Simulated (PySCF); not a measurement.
## Geometry relaxation, with input and output: C$_{3}$H$_{10}$B (charge −1)

- system: C$_{3}$H$_{10}$B, charge −1, SMILES C[BH-](C)C
- method: PBE0-D3(BJ)/ma-def2-SVP geometry optimisation, gas phase (PySCF 2.14.0)

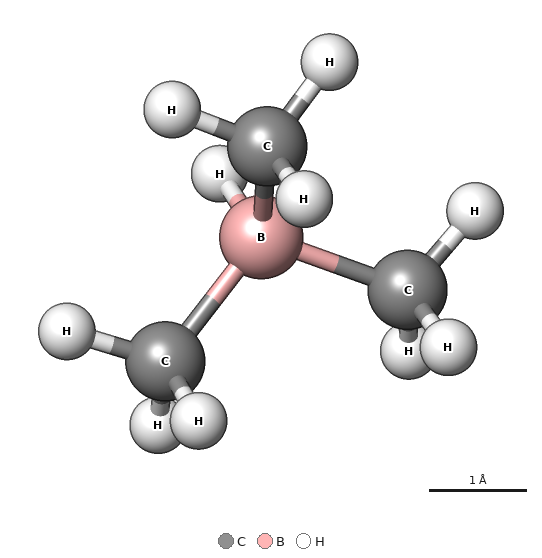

*The structure as given in the input (ball-and-stick view, seen at a tilt).*

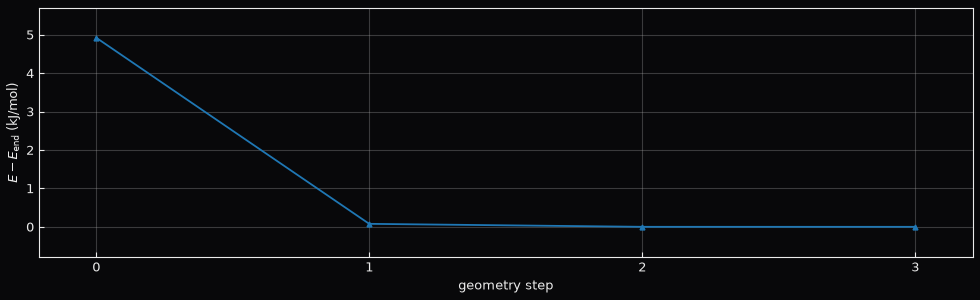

*Progress of the relaxation, step by step (steps are counted from 0).*

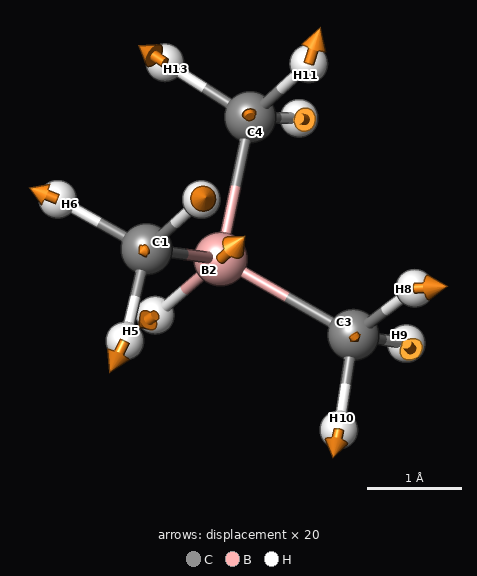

*The starting structure with the displacements as orange arrows, magnified 20 times (ball-and-stick view, seen at a tilt). The two geometries are laid on each other by the best rigid fit.*

The largest move after the best rigid fit is that of B2, 0.024 Å. Largest moves by element: B 0.024 Å, H 0.021 Å, C 0.007 Å. Distances before and after: B2–H14 1.227 → 1.266 Å, C1–H5 1.095 → 1.109 Å. Over 3 geometry steps the energy falls by 4.92 kJ/mol. The largest force component goes from 0.97 to 0.003 eV/Å. (Atoms are counted from 1 in the order of the input.)

The input that produced these results follows, with the program's output.

Input:
```
{"job": {"xc": "PBE0", "basis": "ma-def2-SVP", "d3": "d3bj", "grid": 1, "kind": "geom"}, "charge": -1, "multiplicity": 1}
C     -0.312638     1.497310     0.344732
B     -0.033434    -0.104947     0.634858
C      1.460184    -0.514023     0.060413
C     -1.182003    -1.007906    -0.135465
H      0.425806     2.142155     0.831652
H     -1.294656     1.818485     0.706457
H     -0.280366     1.735488    -0.722765
H      1.550971    -0.337688    -1.015591
H      1.691336    -1.571392     0.224437
H      2.260241     0.058967     0.540064
H     -1.170991    -0.851323    -1.218142
H     -1.045100    -2.081757     0.026689
H     -2.193764    -0.767710     0.205828
H     -0.082542    -0.319386     1.842043
```

The first line tells a small driver script what to run in PySCF; the rest is the geometry in Å.

Run as:
```bash
OMP_NUM_THREADS=1 python <driver script> task.json out
```

Output:
```
step   0  E = -144.93538079  max force = 0.018789
step   1  E = -144.93722548  max force = 0.003273
step   2  E = -144.93725498  max force = 0.000175
step   3  E = -144.93725514  max force = 0.000058
optimisation converged
```

Trajectory as extended XYZ (Å, eV, eV/Å), 4 frames, from step=0 to step=3:
```
14
Properties=species:S:1:pos:R:3:forces:R:3 step=0 energy=-3943.89259
C    -0.3126    1.4973    0.3447    0.0620  -0.4574   0.2782
B    -0.0334   -0.1050    0.6349    0.0424   0.1731  -0.9662
C     1.4602   -0.5140    0.0604   -0.3954   0.0700   0.3540
C    -1.1820   -1.0079   -0.1355    0.2914   0.1976   0.4073
H     0.4258    2.1422    0.8317    0.3334   0.2834   0.2176
H    -1.2947    1.8185    0.7065   -0.4373   0.1390   0.1621
H    -0.2804    1.7355   -0.7228    0.0302   0.0621  -0.5406
H     1.5510   -0.3377   -1.0156   -0.0094   0.1083  -0.5381
H     1.6913   -1.5714    0.2244    0.1000  -0.4695   0.0737
H     2.2602    0.0590    0.5401    0.3504   0.2569   0.2122
H    -1.1710   -0.8513   -1.2181    0.0441   0.1162  -0.5373
H    -1.0451   -2.0818    0.0267    0.0721  -0.4776   0.0737
H    -2.1938   -0.7677    0.2058   -0.4571   0.1126   0.1514
H    -0.0825   -0.3194    1.8420   -0.0266  -0.1147   0.6520
14
Properties=species:S:1:pos:R:3:forces:R:3 step=1 energy=-3943.94279
C    -0.3119    1.5013    0.3521   -0.0125   0.0780  -0.0319
B    -0.0320   -0.1008    0.6095   -0.0075  -0.0280   0.1683
C     1.4635   -0.5156    0.0593    0.0705  -0.0179  -0.0436
C    -1.1870   -1.0100   -0.1327   -0.0537  -0.0387  -0.0534
H     0.4372    2.1533    0.8472   -0.0084  -0.0290  -0.0064
H    -1.3066    1.8278    0.7198    0.0189  -0.0223  -0.0038
H    -0.2796    1.7521   -0.7314    0.0003  -0.0089   0.0260
H     1.5597   -0.3381   -1.0348   -0.0065  -0.0026   0.0273
H     1.6998   -1.5870    0.2252   -0.0193   0.0223   0.0014
H     2.2752    0.0654    0.5440   -0.0291  -0.0043  -0.0039
H    -1.1837   -0.8537   -1.2342    0.0009  -0.0012   0.0281
H    -1.0465   -2.0986    0.0301    0.0119   0.0270   0.0031
H    -2.2126   -0.7687    0.2154    0.0292   0.0059   0.0015
H    -0.0809   -0.3255    1.8629    0.0053   0.0197  -0.1125
14
Properties=species:S:1:pos:R:3:forces:R:3 step=2 energy=-3943.94359
C    -0.3110    1.5026    0.3525   -0.0013   0.0067  -0.0056
B    -0.0317   -0.1014    0.6115   -0.0014  -0.0011   0.0090
C     1.4641   -0.5166    0.0567    0.0062  -0.0011  -0.0058
C    -1.1887   -1.0102   -0.1325   -0.0038  -0.0026  -0.0074
H     0.4394    2.1509    0.8488    0.0006  -0.0045   0.0008
H    -1.3051    1.8267    0.7216    0.0012  -0.0035   0.0012
H    -0.2787    1.7531   -0.7300    0.0002  -0.0022   0.0032
H     1.5581   -0.3387   -1.0365   -0.0028   0.0003   0.0037
H     1.6980   -1.5875    0.2235   -0.0033   0.0014   0.0012
H     2.2739    0.0651    0.5418   -0.0034   0.0005   0.0008
H    -1.1871   -0.8522   -1.2328    0.0002   0.0011   0.0040
H    -1.0453   -2.0975    0.0304    0.0030   0.0024   0.0012
H    -2.2120   -0.7681    0.2195    0.0033   0.0015   0.0027
H    -0.0791   -0.3252    1.8578    0.0012   0.0012  -0.0089
14
Properties=species:S:1:pos:R:3:forces:R:3 step=3 energy=-3943.94360
C    -0.3102    1.5026    0.3538    0.0001  -0.0005  -0.0001
B    -0.0312   -0.1017    0.6112   -0.0009   0.0012  -0.0030
C     1.4637   -0.5169    0.0541    0.0003  -0.0001   0.0009
C    -1.1895   -1.0096   -0.1318    0.0007  -0.0002   0.0001
H     0.4409    2.1493    0.8507    0.0006  -0.0005   0.0004
H    -1.3039    1.8260    0.7243   -0.0002  -0.0002   0.0008
H    -0.2784    1.7539   -0.7283   -0.0003   0.0002  -0.0005
H     1.5560   -0.3387   -1.0391   -0.0010   0.0004  -0.0005
H     1.6972   -1.5879    0.2207   -0.0002  -0.0003   0.0000
H     2.2737    0.0649    0.5386    0.0002   0.0001   0.0000
H    -1.1900   -0.8501   -1.2317   -0.0006   0.0008  -0.0004
H    -1.0449   -2.0969    0.0299    0.0004  -0.0003  -0.0003
H    -2.2117   -0.7679    0.2231    0.0002   0.0000   0.0013
H    -0.0769   -0.3264    1.8567    0.0007  -0.0007   0.0013
```

Summary:

| quantity | value |
| --- | --- |
| outcome | converged |
| total energy | −144.937255 hartree |
| point group | C3v |
| hardware | 1 CPU thread, shared host |
| wall time | 17 s |
| peak memory | 0.49 GiB |
